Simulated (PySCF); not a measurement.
SMILES F[SiH](F)C[SiH](Cl)Cl at its CAM-B3LYP/def2-SVP optimised geometry (Å):

```
11

Si    -0.0918    -1.9576     0.0000
F     -0.5468    -2.6628     1.3755
F      1.5227    -1.9576     0.0000
C     -0.6619    -0.1947     0.0000
Si     0.3699     0.9813    -1.0056
Cl    -0.6130     2.7833    -1.1757
Cl     0.6155     0.1745    -2.8898
H     -0.5727    -2.7833    -1.1195
H     -1.7007    -0.1517    -0.3676
H     -0.6763     0.1663     1.0430
H      1.7007     1.2368    -0.4244
```

Level of theory: PySCF 2.14.0 with CAM-B3LYP/def2-TZVP. Cells within 0.4 Å of a nucleus heavier than hydrogen are left out (blank, or x).

Map of the HOMO amplitude (bohr^(-3/2)) on the plane z = 0.0 Å; orbital energy -10.47 eV, overall sign arbitrary:

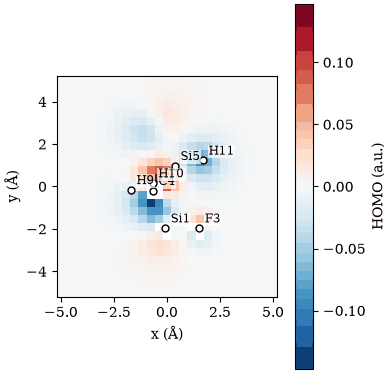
Figure: HOMO amplitude (bohr^(-3/2)) on the plane z = 0.0 Å.
